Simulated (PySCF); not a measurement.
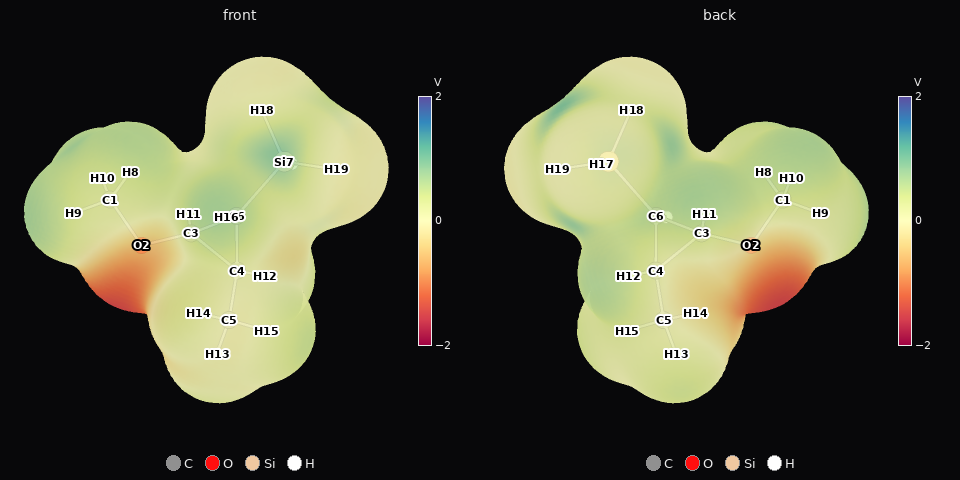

The picture shows: C5H12OSi. The electrostatic potential painted on the density surface at 0.002 e/bohr³, seen from the front and from behind; the colour scale runs from red (negative) to blue (positive).

Geometry: GFN2-xTB.

All numbers below come from PySCF, PBE0/pcSseg-1, SCF density, gas phase, non-relativistic.

```yaml
atoms:
  - { symbol: C, position_ang: [2.5819, 0.0667, 0.2837] }
  - { symbol: O, position_ang: [1.4816, 0.9217, 0.0899] }
  - { symbol: C, position_ang: [0.4261, 0.2971, -0.5680] }
  - { symbol: C, position_ang: [-0.9625, 0.7885, -0.3229] }
  - { symbol: C, position_ang: [-1.2044, 1.9402, 0.6177] }
  - { symbol: C, position_ang: [-0.5406, -0.5553, 0.2234] }
  - { symbol: Si, position_ang: [-1.2107, -2.1640, -0.4723] }
  - { symbol: H, position_ang: [2.3060, -0.8087, 0.8836] }
  - { symbol: H, position_ang: [3.3384, 0.6469, 0.8087] }
  - { symbol: H, position_ang: [2.9860, -0.2800, -0.6758] }
  - { symbol: H, position_ang: [0.6847, -0.0353, -1.5746] }
  - { symbol: H, position_ang: [-1.6241, 0.7770, -1.1822] }
  - { symbol: H, position_ang: [-1.1585, 2.8841, 0.0775] }
  - { symbol: H, position_ang: [-0.4439, 1.9537, 1.3935] }
  - { symbol: H, position_ang: [-2.1866, 1.8525, 1.0805] }
  - { symbol: H, position_ang: [-0.3432, -0.5420, 1.2904] }
  - { symbol: H, position_ang: [-1.3538, -2.0395, -1.9246] }
  - { symbol: H, position_ang: [-0.2711, -3.2460, -0.1638] }
  - { symbol: H, position_ang: [-2.5151, -2.4483, 0.1277] }
```

Which sites attract a positive test charge, and which a negative one?

Answer. A positive charge is drawn to the negative regions and a negative charge to the positive ones. The most negative region (about −1.5 V) lies over O2, the most positive (about +1.0 V) over Si7. O2 is the likeliest acceptor of a hydrogen bond.
